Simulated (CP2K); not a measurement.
# One shape, several levels: GaBr2 (SMILES [Br][Ga][Br])

We compute a comparison of 3 runs (PM3, PM6, GFN1-xTB) of GaBr2. 

The calculation is run with CP2K 2026.2.

2 further runs of the same task are left out: 2 set aside as unsound or not needed.

## 1. The structure to begin with

The species is GaBr2 (3 atoms), meant as a doublet with charge 0. SMILES: `[Br][Ga][Br]`. Geometry: a GFN2-xTB relaxation, a rough one for these elements and not checked as a minimum.

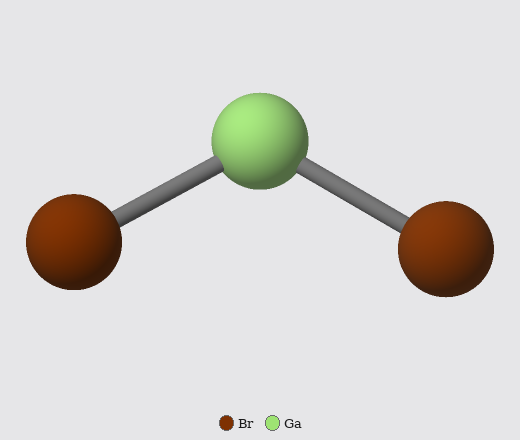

The structure, seen from a chosen angle (bromine brown, gallium green).

## 2. The energy at PM3 (run 1)

Input file run.inp:

```
&GLOBAL
  PROJECT_NAME run
  RUN_TYPE ENERGY
  PRINT_LEVEL MEDIUM
&END GLOBAL

&FORCE_EVAL
  METHOD QS
  &DFT
    CHARGE 0
    MULTIPLICITY 2
    LSD T
    &QS
      METHOD PM3
      EPS_DEFAULT 1.0E-10
      &SE
        &COULOMB
          CUTOFF [angstrom] 50
          RC_RANGE [angstrom] 0
        &END COULOMB
        &EXCHANGE
          CUTOFF [angstrom] 50
          RC_RANGE [angstrom] 0
        &END EXCHANGE
      &END SE
    &END QS
    ! no periodic images
    &POISSON
      PERIODIC NONE
      POISSON_SOLVER ANALYTIC
    &END POISSON
    &SCF
      SCF_GUESS ATOMIC
      EPS_SCF 1.0E-07
      MAX_SCF 150
      ADDED_MOS 8
      MAX_DIIS 8
      &DIAGONALIZATION
        ALGORITHM STANDARD
      &END DIAGONALIZATION
      &MIXING
        METHOD DIRECT_P_MIXING
        ALPHA 0.4
      &END MIXING
    &END SCF
    &PRINT
      &MOMENTS
        PERIODIC F
        REFERENCE COM
        MAX_MOMENT 1
      &END MOMENTS
      &MO ON
        ENERGIES T
        OCCUPATION_NUMBERS T
        NDIGITS 6
        &EACH
          QS_SCF 0
        &END EACH
        ADD_LAST NUMERIC
      &END MO
      &HIRSHFELD OFF
      &END HIRSHFELD
    &END PRINT
  &END DFT
  ! atoms, cell and kinds
  &SUBSYS
    ! vacuum box
    &CELL
      ABC [angstrom] 18.3 19 17.6
      PERIODIC NONE
    &END CELL
    &COORD
      Br    10.310585    11.009140     9.592235
      Ga     8.296745    10.350650     8.430625
      Br     7.989415     7.990860     8.007765
    &END COORD
  &END SUBSYS
&END FORCE_EVAL
```

Launch:

```sh
$ OMP_NUM_THREADS=1 cp2k.psmp run.inp > run.out
```

The log of the run:

```text
CP2K| version string:                                       CP2K version 2026.2
[...]
 GLOBAL| Method name                                                        CP2K
[...]
 GLOBAL| Run type                                                         ENERGY
[...]
 *** WARNING in qs_environment.F:2191 :: More ADDED_MOs requested for beta ***
 *** spin than available.                                                  ***
 *** WARNING in qs_environment.F:2210 :: More added MOs requested than     ***
 *** available. The full set of unoccupied MOs will be used. Use           ***
 *** 'ADDED_MOS -1' to always use all available MOs and to get rid of this ***
[...]
                             - Atoms:                                          3
[...]
                             - Spherical basis functions:                     12
[...]
 Number of electrons:                                                          9
[...]
     1 P_Mix/Diag. 0.40E+00    0.0     0.62387582       -27.1853096081 -2.72E+01
[...]
    40 DIIS/Diag.  0.48E-07    0.0     0.00000003       -28.2644083483 -1.07E-13
  *** SCF run converged in    40 steps ***
  Core-core repulsion energy [eV]:                            388.08780013968465
  Core Hamiltonian energy [eV]:                             -1324.22062670062974
  Two-electron integral energy [eV]:                          334.03832303205070
  Electronic energy [eV]:                                   -1157.20146518460433
  Total energy [eV]:                                         -769.11366504491980
  Atomic reference energy [eV]:                               767.56294330353956
  Heat of formation [kcal/mol]:                               -35.76049572436297
[...]
 SE_DIPOLE| Moment [Debye]          3.09717144      -3.09343070       1.34014760
 SE_DIPOLE| Derivative [a.u.]       0.00000000       0.00000000       0.00000000
 ENERGY| Total FORCE_EVAL ( QS ) energy [hartree]            -28.264408348332125
[...]
```

Wall time 0.46 s (1 thread of Arm Neoverse N1, shared host); peak memory 0.14 GiB.

## 3. A single-point energy at PM6 (run 2)

Input file molecule.inp:

```
&GLOBAL
    PROJECT molecule
    RUN_TYPE ENERGY
    PRINT_LEVEL LOW
&END GLOBAL

&FORCE_EVAL
    METHOD QUICKSTEP
    &DFT
        MULTIPLICITY 2
        SPIN_POLARIZED T
        &QS
            METHOD PM6
            EPS_DEFAULT 1.0E-10
            &SE
                &COULOMB
                    CUTOFF [angstrom] 50
                    RC_RANGE [angstrom] 0
                &END COULOMB
                &EXCHANGE
                    CUTOFF [angstrom] 50
                    RC_RANGE [angstrom] 0
                &END EXCHANGE
            &END SE
        &END QS
        &POISSON
            PERIODIC NONE
            POISSON_SOLVER ANALYTIC
        &END POISSON
        &SCF
            SCF_GUESS ATOMIC
            EPS_SCF 1.0E-06
            MAX_SCF 58
            ADDED_MOS 8
            MAX_DIIS 2
            &DIAGONALIZATION
                ALGORITHM STANDARD
            &END DIAGONALIZATION
            &MIXING
                METHOD DIRECT_P_MIXING
                ALPHA 0.1
            &END MIXING
        &END SCF
        &PRINT
            &MOMENTS
                PERIODIC F
                REFERENCE COM
                MAX_MOMENT 1
            &END MOMENTS
            &MO ON
                ENERGIES T
                OCCUPATION_NUMBERS T
                NDIGITS 6
                &EACH
                    QS_SCF 0
                &END EACH
                ADD_LAST NUMERIC
            &END MO
            &HIRSHFELD OFF
            &END HIRSHFELD
        &END PRINT
    &END DFT
    &SUBSYS
        &CELL
            ABC 18.3 19 17.6
            PERIODIC NONE
        &END CELL
        &COORD
            Br     1.445000     1.225590     0.915360
            Ga    -0.568840     0.567100    -0.246250
            Br    -0.876170    -1.792690    -0.669110
        &END COORD
        &TOPOLOGY
            &CENTER_COORDINATES
            &END CENTER_COORDINATES
        &END TOPOLOGY
    &END SUBSYS
&END FORCE_EVAL
```

Launch:

```sh
$ OMP_NUM_THREADS=1 cp2k.psmp -i molecule.inp > molecule.out 2>&1
```

The log of the run:

```text
CP2K| version string:                                       CP2K version 2026.2
[...]
 GLOBAL| Method name                                                        CP2K
[...]
 GLOBAL| Run type                                                         ENERGY
[...]
                             - Atoms:                                          3
[...]
                             - Spherical basis functions:                     22
[...]
 Number of electrons:                                                          9
[...]
     1 P_Mix/Diag. 0.10E+00    0.0     0.61027608       -17.5270691905 -1.75E+01
[...]
    33 DIIS/Diag.  0.19E-06    0.0     0.00000053       -19.0027631325 -4.98E-12
  *** SCF run converged in    33 steps ***
  Core-core repulsion energy [eV]:                            368.34315048993227
  Core Hamiltonian energy [eV]:                              -790.67958338132371
  Two-electron integral energy [eV]:                         -189.51009808626637
  Electronic energy [eV]:                                    -885.43463242445671
  Total energy [eV]:                                         -517.09148193452461
  Atomic reference energy [eV]:                               516.26355630353964
  Heat of formation [kcal/mol]:                               -19.09242012727179
[...]
 SE_DIPOLE| Moment [Debye]          1.04514883      -1.04635673       0.45196790
 SE_DIPOLE| Derivative [a.u.]       0.00000000       0.00000000       0.00000000
 ENERGY| Total FORCE_EVAL ( QS ) energy [hartree]            -19.002763132531271
[...]
```

Wall time 0.46 s (1 thread of Arm Neoverse N1, shared host); peak memory 0.14 GiB.

## 4. A single-point energy at GFN1-xTB (run 3)

Input file molecule.xyz:

```xyz
3

Br     1.445000     1.225590     0.915360
Ga    -0.568840     0.567100    -0.246250
Br    -0.876170    -1.792690    -0.669110
```

Input file molecule.inp:

```
&global
 project molecule
 run_type ENERGY
 print_level MEDIUM
&end global

&force_eval
 method QS
 &dft
  multiplicity 2
  lsd T
  ! Quickstep
  &qs
   method XTB
   eps_default 1.0E-10
   &xtb
    gfn_type TBLITE
    &tblite
     method GFN1
    &end tblite
    check_atomic_charges F
   &end xtb
  &end qs
  &poisson
   periodic NONE
   poisson_solver ANALYTIC
  &end poisson
  ! self-consistent field
  &scf
   scf_guess ATOMIC
   eps_scf 1.0E-07
   max_scf 150
   added_mos 8
   &diagonalization
    algorithm STANDARD
   &end diagonalization
   &mixing
    method DIRECT_P_MIXING
    alpha 0.4
   &end mixing
   &smear ON
    method FERMI_DIRAC
    electronic_temperature [K] 300
   &end smear
  &end scf
  ! extra output
  &print
   &moments
    periodic F
    reference COM
    max_moment 1
   &end moments
   &mo ON
    energies T
    occupation_numbers T
    ndigits 6
    &each
     qs_scf 0
    &end each
    add_last NUMERIC
   &end mo
   &hirshfeld OFF
   &end hirshfeld
  &end print
 &end dft
 &subsys
  &cell
   abc 12.3 13 11.6
   periodic NONE
  &end cell
  &topology
   coord_file_name molecule.xyz
   coord_file_format XYZ
   &center_coordinates
   &end center_coordinates
  &end topology
 &end subsys
&end force_eval
```

Launch:

```sh
$ OMP_NUM_THREADS=1 cp2k.psmp -i molecule.inp -o molecule.out
```

The log of the run:

```text
CP2K| version string:                                       CP2K version 2026.2
[...]
 GLOBAL| Method name                                                        CP2K
[...]
 GLOBAL| Run type                                                         ENERGY
[...]
                             - Atoms:                                          3
[...]
                             - Spherical basis functions:                     27
[...]
 Number of electrons:                                                          9
[...]
  *** SCF run converged in    15 steps ***
[...]
  Fermi energy:                                                -0.35743013631022
[...]
 TB_DIPOLE| Moment [Debye]         -0.87961478       0.87840817      -0.38062542
 TB_DIPOLE| Derivative [a.u.]       0.00000000       0.00000000       0.00000000
[...]
 ENERGY| Total FORCE_EVAL ( QS ) energy [hartree]             -9.167219000316914
[...]
```

Wall time 0.42 s (1 thread of Arm Neoverse N1, shared host); peak memory 0.14 GiB.

## 5. The series

```
run     level  SCF convergence threshold  iteration cap  energy (Eh)  dipole moment (D)  HOMO energy (eV)  LUMO energy (eV)  wall time
  1       PM3                      1e-07            150   -28.264408               4.58            -11.48             -5.48     0.46 s
  2       PM6                      1e-06             58   -19.002763               1.55            -10.17             -3.55     0.46 s
  3  GFN1-xTB                      1e-07            150    -9.167219               1.30             -9.86             -9.59     0.42 s
```

## 6. What came out

```
                                        quantity        value
                             run 3: total energy  -9.16722 Eh
run 3: dipole moment (from atomic charges alone)       1.30 D
       run 3: HOMO energy (highest over α and β)     -9.86 eV
        run 3: LUMO energy (lowest over α and β)     -9.59 eV
```

What this shows: The dipole moment (its size) runs from 1.30 D (GFN1-xTB) to 4.58 D (PM3). Some of these are taken from atomic charges alone. Force-field and semi-empirical energies have zeros of their own, so their totals don't compare. All runs together took 1.3 s, the longest 0.46 s.
